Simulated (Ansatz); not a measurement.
## Molecular dynamics, with input and output: HfNH3Cl3F (part 4 of 4)

HfNH3Cl3F; RKS PBE/def2-SVP (Ansatz 0.2.0). It belongs to a series of runs on one base structure; here: dynamics from the highest image of the converged band.

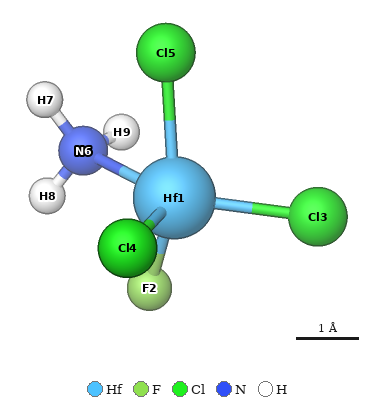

Figure 1. The geometry at step 166 of the log (ball-and-stick view, seen at a tilt; atoms are numbered from 1 in the order of the input).

Trajectory as extended XYZ, continued
```
9
Properties=species:S:1:pos:R:3:forces:R:3 step=132 time_fs=66.0 energy=-43105.86246 temperature=164.2
Hf   -0.2810    0.3580   -0.0555    0.3517  -0.4522   0.8815
F     0.1209    0.8990    1.7764   -0.1477   0.0398  -0.0897
Cl    1.8017   -0.6767   -0.3280    0.2276  -0.2826  -0.1603
Cl   -0.2879    2.3586   -1.1546   -0.0587   1.1357  -0.5244
Cl   -1.6625   -0.9221   -1.5470   -0.1203  -0.3565  -0.4637
N    -2.1024   -0.3468    1.2457   -0.0058  -1.4395  -0.7414
H    -2.8338   -0.7631    0.6154    0.3816   0.4635   0.5924
H    -2.4914    0.3151    1.8988   -0.4749   0.6681   0.5736
H    -1.7430   -1.1345    1.8209   -0.1535   0.2237  -0.0679
9
Properties=species:S:1:pos:R:3:forces:R:3 step=136 time_fs=68.0 energy=-43105.85220 temperature=152.8
Hf   -0.2817    0.3575   -0.0559    0.3922  -0.4312   0.9056
F     0.1151    0.8970    1.7788   -0.1242   0.0414  -0.0972
Cl    1.8015   -0.6746   -0.3299    0.2426  -0.2908  -0.1556
Cl   -0.2870    2.3558   -1.1534   -0.0588   1.1854  -0.5503
Cl   -1.6596   -0.9217   -1.5455   -0.1390  -0.3773  -0.4623
N    -2.0982   -0.3394    1.2416    0.3623   0.4792   1.1968
H    -2.8187   -0.7302    0.6511   -0.8983  -0.0609  -0.4274
H    -2.4700    0.3300    1.9601    0.1453  -0.4686  -0.6360
H    -1.7449   -1.1416    1.7806    0.0779  -0.0772   0.2263
9
Properties=species:S:1:pos:R:3:forces:R:3 step=140 time_fs=70.0 energy=-43105.82238 temperature=120.5
Hf   -0.2822    0.3569   -0.0561    0.4213  -0.3981   0.9014
F     0.1090    0.8951    1.7810   -0.0983   0.0429  -0.0987
Cl    1.8017   -0.6728   -0.3321    0.2525  -0.2964  -0.1494
Cl   -0.2861    2.3544   -1.1529   -0.0590   1.2067  -0.5606
Cl   -1.6569   -0.9217   -1.5445   -0.1565  -0.3926  -0.4623
N    -2.0930   -0.3311    1.2404    0.3082   0.9553   1.7214
H    -2.8347   -0.6982    0.6732   -1.1514  -0.1386  -0.6278
H    -2.4445    0.3298    1.9998    0.3324  -0.7802  -1.0438
H    -1.7443   -1.1512    1.7484    0.1508  -0.1989   0.3198
9
Properties=species:S:1:pos:R:3:forces:R:3 step=145 time_fs=72.5 energy=-43105.85755 temperature=158.4
Hf   -0.2828    0.3560   -0.0561    0.4398  -0.3449   0.8483
F     0.1011    0.8929    1.7835   -0.0659   0.0444  -0.0894
Cl    1.8022   -0.6710   -0.3350    0.2568  -0.2992  -0.1390
Cl   -0.2851    2.3544   -1.1530   -0.0592   1.1915  -0.5506
Cl   -1.6538   -0.9223   -1.5440   -0.1716  -0.4019  -0.4668
N    -2.0860   -0.3181    1.2446   -0.7438  -1.0885  -0.2895
H    -2.9037   -0.6609    0.6758    0.5630   0.4519   0.4953
H    -2.3982    0.2949    2.0017   -0.1307   0.2971   0.1763
H    -1.7373   -1.1712    1.7229   -0.0884   0.1495   0.0153
9
Properties=species:S:1:pos:R:3:forces:R:3 step=149 time_fs=74.5 energy=-43105.82228 temperature=120.6
Hf   -0.2831    0.3551   -0.0558    0.4470  -0.2896   0.7768
F     0.0946    0.8912    1.7853   -0.0371   0.0467  -0.0768
Cl    1.8030   -0.6700   -0.3375    0.2526  -0.2970  -0.1288
Cl   -0.2843    2.3558   -1.1538   -0.0597   1.1482  -0.5248
Cl   -1.6515   -0.9233   -1.5442   -0.1731  -0.3968  -0.4538
N    -2.0823   -0.3104    1.2476   -0.9093  -1.9291  -1.2181
H    -2.9429   -0.6149    0.6936    1.0769   0.4281   0.6974
H    -2.3646    0.2754    2.0060   -0.3642   0.9981   1.0623
H    -1.7344   -1.1824    1.7046   -0.2331   0.2914  -0.1342
9
Properties=species:S:1:pos:R:3:forces:R:3 step=153 time_fs=76.5 energy=-43105.87720 temperature=179.8
Hf   -0.2834    0.3543   -0.0554    0.4544  -0.2194   0.6961
F     0.0881    0.8896    1.7869   -0.0011   0.0519  -0.0655
Cl    1.8040   -0.6693   -0.3401    0.2415  -0.2909  -0.1177
Cl   -0.2836    2.3585   -1.1552   -0.0609   1.0804  -0.4853
Cl   -1.6493   -0.9247   -1.5448   -0.1685  -0.3837  -0.4224
N    -2.0810   -0.3074    1.2479   -0.5600  -0.4129   0.3120
H    -2.9452   -0.5538    0.7354    0.1771  -0.0344   0.0269
H    -2.3425    0.2889    2.0444    0.1105   0.1993   0.0650
H    -1.7399   -1.1838    1.6820   -0.1931   0.0096  -0.0091
9
Properties=species:S:1:pos:R:3:forces:R:3 step=157 time_fs=78.5 energy=-43105.83893 temperature=138.9
Hf   -0.2835    0.3534   -0.0549    0.4531  -0.1455   0.6066
F     0.0816    0.8881    1.7883    0.0363   0.0605  -0.0529
Cl    1.8053   -0.6689   -0.3429    0.2239  -0.2812  -0.1060
Cl   -0.2830    2.3624   -1.1570   -0.0626   0.9899  -0.4334
Cl   -1.6474   -0.9266   -1.5459   -0.1615  -0.3667  -0.3843
N    -2.0811   -0.3056    1.2491    0.2590   1.1583   1.9028
H    -2.9425   -0.4939    0.7776   -1.1174  -0.4347  -0.7601
H    -2.3167    0.3103    2.0856    0.4777  -0.6102  -0.9525
H    -1.7526   -1.1852    1.6593   -0.1086  -0.3704   0.1797
9
Properties=species:S:1:pos:R:3:forces:R:3 step=162 time_fs=81.0 energy=-43105.88941 temperature=193.6
Hf   -0.2836    0.3522   -0.0540    0.4297  -0.0730   0.4634
F     0.0735    0.8864    1.7901    0.0724   0.0753  -0.0255
Cl    1.8072   -0.6688   -0.3465    0.1944  -0.2645  -0.0896
Cl   -0.2823    2.3688   -1.1601   -0.0652   0.8515  -0.3539
Cl   -1.6452   -0.9294   -1.5479   -0.1450  -0.3405  -0.3455
N    -2.0808   -0.2994    1.2572   -0.5623   0.4928   0.8814
H    -2.9881   -0.4398    0.7958   -0.0122  -0.2461  -0.1718
H    -2.2607    0.3080    2.0913    0.3118  -0.3032  -0.4514
H    -1.7754   -1.2050    1.6396   -0.2235  -0.1922   0.0929
9
Properties=species:S:1:pos:R:3:forces:R:3 step=166 time_fs=83.0 energy=-43105.87755 temperature=181.3
Hf   -0.2835    0.3512   -0.0532    0.3986  -0.0298   0.3316
F     0.0672    0.8853    1.7914    0.0912   0.0880   0.0024
Cl    1.8090   -0.6690   -0.3495    0.1645  -0.2471  -0.0755
Cl   -0.2818    2.3749   -1.1629   -0.0673   0.7243  -0.2811
Cl   -1.6437   -0.9321   -1.5499   -0.1276  -0.3144  -0.3113
N    -2.0819   -0.2929    1.2665   -1.2481  -1.0996  -0.9267
H    -3.0301   -0.4080    0.8003    1.1479  -0.0310   0.4569
H    -2.2023    0.2935    2.0767   -0.0255   0.6352   0.8867
H    -1.8027   -1.2292    1.6280   -0.3337   0.2745  -0.0831
9
Properties=species:S:1:pos:R:3:forces:R:3 step=170 time_fs=85.0 energy=-43105.90425 temperature=210.4
Hf   -0.2833    0.3502   -0.0523    0.3661   0.0123   0.2056
F     0.0611    0.8843    1.7927    0.1130   0.1038   0.0280
Cl    1.8110   -0.6696   -0.3525    0.1290  -0.2260  -0.0613
Cl   -0.2815    2.3818   -1.1661   -0.0693   0.5867  -0.2030
Cl   -1.6423   -0.9352   -1.5522   -0.1094  -0.2839  -0.2648
N    -2.0863   -0.2890    1.2737   -0.9026  -1.1566  -0.8194
H    -3.0328   -0.3777    0.8200    0.8242   0.0627   0.3719
H    -2.1438    0.2999    2.0913   -0.1102   0.5392   0.8013
H    -1.8421   -1.2441    1.6139   -0.2408   0.3617  -0.0584
9
Properties=species:S:1:pos:R:3:forces:R:3 step=174 time_fs=87.0 energy=-43105.91891 temperature=226.3
Hf   -0.2831    0.3492   -0.0514    0.3284   0.0540   0.0872
F     0.0552    0.8835    1.7940    0.1411   0.1236   0.0527
Cl    1.8131   -0.6703   -0.3557    0.0890  -0.2019  -0.0470
Cl   -0.2811    2.3894   -1.1695   -0.0710   0.4426  -0.1218
Cl   -1.6410   -0.9385   -1.5548   -0.0880  -0.2482  -0.2099
N    -2.0930   -0.2880    1.2791    0.5425   0.2386   0.9714
H    -3.0082   -0.3452    0.8521   -0.7599   0.1203  -0.3089
H    -2.0897    0.3238    2.1322   -0.1792  -0.4880  -0.5786
H    -1.8903   -1.2468    1.5982   -0.0029  -0.0409   0.1548
9
Properties=species:S:1:pos:R:3:forces:R:3 step=179 time_fs=89.5 energy=-43105.90198 temperature=208.1
Hf   -0.2827    0.3480   -0.0502    0.2760   0.1023  -0.0628
F     0.0483    0.8828    1.7959    0.1723   0.1430   0.0743
Cl    1.8159   -0.6716   -0.3597    0.0364  -0.1696  -0.0284
Cl   -0.2809    2.3995   -1.1739   -0.0727   0.2601  -0.0198
Cl   -1.6395   -0.9431   -1.5584   -0.0533  -0.1981  -0.1447
N    -2.0991   -0.2858    1.2894    0.8203   0.6686   1.1879
H    -3.0174   -0.2972    0.8761   -0.9742   0.2644  -0.3556
H    -2.0326    0.3284    2.1537   -0.3412  -0.7599  -0.9191
H    -1.9504   -1.2535    1.5872    0.1364  -0.3109   0.2682
9
Properties=species:S:1:pos:R:3:forces:R:3 step=183 time_fs=91.5 energy=-43105.92735 temperature=235.5
Hf   -0.2824    0.3471   -0.0493    0.2378   0.1429  -0.1787
F     0.0431    0.8827    1.7975    0.1893   0.1472   0.0722
Cl    1.8181   -0.6728   -0.3629   -0.0060  -0.1434  -0.0134
Cl   -0.2807    2.4079   -1.1774   -0.0740   0.1165   0.0596
Cl   -1.6383   -0.9470   -1.5615   -0.0204  -0.1554  -0.0969
N    -2.1018   -0.2824    1.3010   -0.7766  -0.5396  -0.6176
H    -3.0632   -0.2484    0.8813    0.6806   0.2051   0.3825
H    -2.0006    0.3024    2.1354   -0.2909   0.0986   0.3057
H    -1.9934   -1.2699    1.5891    0.0601   0.1280   0.0867
9
Properties=species:S:1:pos:R:3:forces:R:3 step=187 time_fs=93.5 energy=-43105.88742 temperature=192.6
Hf   -0.2819    0.3462   -0.0484    0.2008   0.1889  -0.2702
F     0.0384    0.8828    1.7993    0.2063   0.1475   0.0557
Cl    1.8204   -0.6742   -0.3662   -0.0490  -0.1167   0.0011
Cl   -0.2807    2.4164   -1.1809   -0.0747  -0.0234   0.1359
Cl   -1.6372   -0.9511   -1.5647    0.0143  -0.1107  -0.0449
N    -2.1064   -0.2803    1.3111   -1.4226  -1.3497  -1.6764
H    -3.0866   -0.1921    0.8994    1.2525   0.0319   0.5937
H    -1.9794    0.2797    2.1283   -0.1308   0.7705   1.2793
H    -2.0339   -1.2817    1.5943    0.0031   0.4618  -0.0742
9
Properties=species:S:1:pos:R:3:forces:R:3 step=191 time_fs=95.5 energy=-43105.94058 temperature=249.9
Hf   -0.2814    0.3453   -0.0476    0.1622   0.2377  -0.3282
F     0.0340    0.8832    1.8012    0.2335   0.1533   0.0324
Cl    1.8226   -0.6757   -0.3694   -0.0923  -0.0898   0.0149
Cl   -0.2807    2.4250   -1.1842   -0.0748  -0.1573   0.2083
Cl   -1.6361   -0.9553   -1.5679    0.0484  -0.0654   0.0128
N    -2.1145   -0.2815    1.3172   -0.2943  -0.2937  -0.1957
H    -3.0670   -0.1342    0.9380    0.2193  -0.0040   0.1022
H    -1.9640    0.2816    2.1630   -0.1924   0.0355   0.2070
H    -2.0742   -1.2779    1.5973   -0.0096   0.1837  -0.0537
9
Properties=species:S:1:pos:R:3:forces:R:3 step=196 time_fs=98.0 energy=-43105.88923 temperature=194.6
Hf   -0.2808    0.3443   -0.0466    0.1185   0.2983  -0.3654
F     0.0292    0.8842    1.8037    0.2644   0.1575  -0.0140
Cl    1.8252   -0.6777   -0.3735   -0.1447  -0.0567   0.0307
Cl   -0.2808    2.4354   -1.1881   -0.0747  -0.3121   0.2907
Cl   -1.6346   -0.9606   -1.5719    0.0882  -0.0115   0.0843
N    -2.1251   -0.2837    1.3246    1.3477   0.9570   1.4888
H    -3.0398   -0.0604    0.9881   -1.2830   0.1457  -0.5593
H    -1.9554    0.2826    2.2124   -0.2445  -0.7544  -0.9969
H    -2.1254   -1.2667    1.5989   -0.0720  -0.4238   0.0412
9
Properties=species:S:1:pos:R:3:forces:R:3 step=200 time_fs=100.0 energy=-43105.91629 temperature=223.3
Hf   -0.2803    0.3435   -0.0459    0.0894   0.3415  -0.3859
F     0.0260    0.8853    1.8057    0.2703   0.1482  -0.0668
Cl    1.8271   -0.6794   -0.3767   -0.1829  -0.0317   0.0424
Cl   -0.2810    2.4433   -1.1908   -0.0746  -0.4226   0.3484
Cl   -1.6333   -0.9649   -1.5749    0.1192   0.0277   0.1333
N    -2.1302   -0.2830    1.3344    0.1098   0.8046   0.6364
H    -3.0621    0.0027    1.0085   -0.1501  -0.2565  -0.1991
H    -1.9584    0.2554    2.2158   -0.0367  -0.3856  -0.4229
H    -2.1693   -1.2723    1.6010   -0.1442  -0.2256  -0.0859
```

This output came from the following input.

Input
```yaml
crystal:
  periodic: [false, false, false]
  atoms:
    - { symbol: Hf, position_ang: [-0.26596, 0.359307, -0.051931] }
    - { symbol: F, position_ang: [0.064285, 1.011174, 1.751814] }
    - { symbol: Cl, position_ang: [1.766337, -0.802716, -0.334782] }
    - { symbol: Cl, position_ang: [-0.338429, 2.448842, -1.141891] }
    - { symbol: Cl, position_ang: [-1.641301, -0.91675, -1.589411] }
    - { symbol: "N", position_ang: [-2.055933, -0.431664, 1.309247] }
    - { symbol: H, position_ang: [-2.175071, -1.453951, 1.248971] }
    - { symbol: H, position_ang: [-2.963825, -0.037915, 1.018905] }
    - { symbol: H, position_ang: [-1.900404, -0.176326, 2.296476] }
basis:
  gaussian: { orbitals: def2-SVP }
hamiltonian:
  xc: pbe
md:
  timestep: 0.5
  n_steps: 200
  ensemble: nve
  temperature: 300.0
  initial_velocities: maxwell_boltzmann
  seed: 2231
```

Command:
```bash
ansatz run input.yaml --threads 4 --pin off --max-ram 5120MiB --backend cpu --events-out ev --progress --plain --runs-dir out
```

Key numbers

- outcome: finished
- mean temperature over the second half: 189 K
- trajectory: 200 steps, 100 fs
- ensemble: nve
- temperature in the input: 300.0 K
- time step: 0.5 fs
- potential energy (last step): −43105.9164 eV
- mean-field energy (last step): −43105.9164 eV
- largest force (length of the vector) (last step): 1.032 eV/Å
- hardware: 4 threads of Arm Neoverse V1, 24 GiB of memory available, shared host
- wall time: 6.6 min (CPU time 25 min)
- peak memory: 0.2 GiB

Remarks

So short a trajectory is not equilibrated.
